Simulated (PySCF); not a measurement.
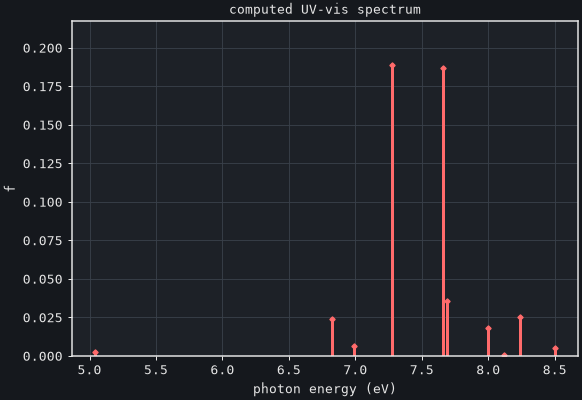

Vertical TDDFT excitations, CAM-B3LYP/def2-SVPD with PySCF 2.14.0, at a PBE0-D3(BJ)/def2-SVP geometry (no frequency check), gas phase. The lowest 10 singlet states are shown.

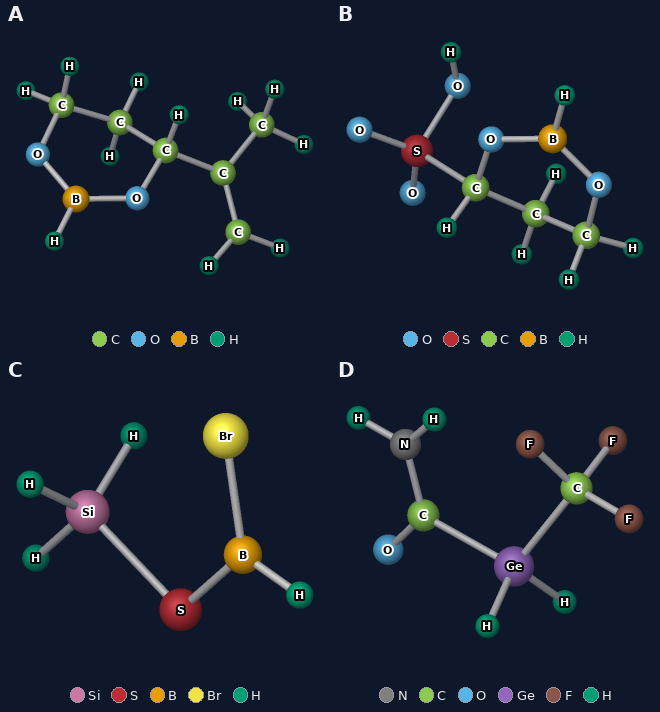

### Whose absorption spectrum is this? The candidates are drawn in the second picture.

Structure D, C₂H₄F₃GeNO, SMILES N[C](=O)[GeH2][C](F)(F)F, singlet. Its lowest singlet lies at 5.04 eV (f = 0.003) and the brightest of those computed is S4 at 7.28 eV (170 nm), f = 0.189, mainly HOMO−1 → LUMO (55 %).

Note: one conformer of a flexible molecule; core orbitals are frozen in the response.
